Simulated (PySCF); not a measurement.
F6Si2.

Computed with PySCF, ωB97X/6-31+G*, geometry: GFN2-xTB. No frequency check shows the geometry to be a minimum. The basis has diffuse s and p functions alone, which still leaves polarisabilities too small, most of all across bonds.

Cartesian coordinates (Å):

```
Si1     -1.1236    0.0002   -0.0002
F2      -1.7745    1.3276   -0.5648
F3      -1.7744   -0.1747    1.4323
F4      -1.7745   -1.1531   -0.8672
Si5      1.1236    0.0002    0.0002
F6       1.7745    1.3276    0.5648
F7       1.7745   -1.1531    0.8672
F8       1.7744   -0.1747   -1.4323
```

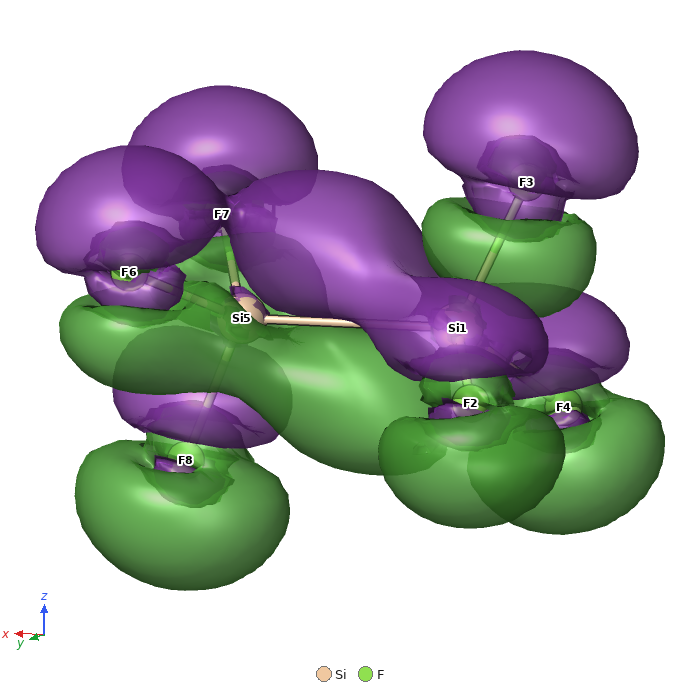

Change of the electron density in a uniform field of 0.26 V/Å, surfaces at ±0.001 e/Å³ (purple: gain, green: loss).

Along which Cartesian direction does the field point?

Along −z: electrons gather on the +z side, against the field.

How large is the response?

The induced dipole is 0.49 D (along the field); α along this axis, from the fields in both directions, is 39 bohr³ (5.7 Å³).

Which atoms gain and lose the most charge?

Electrons gather most on F3 (Hirshfeld charge changes by −0.009 e) and leave F8 most (+0.009 e); 0.056 electrons are displaced in all.

Cost of the run: 54 s on 1 thread of Arm Neoverse V2, with other jobs on the host, peak memory 0.83 GiB.
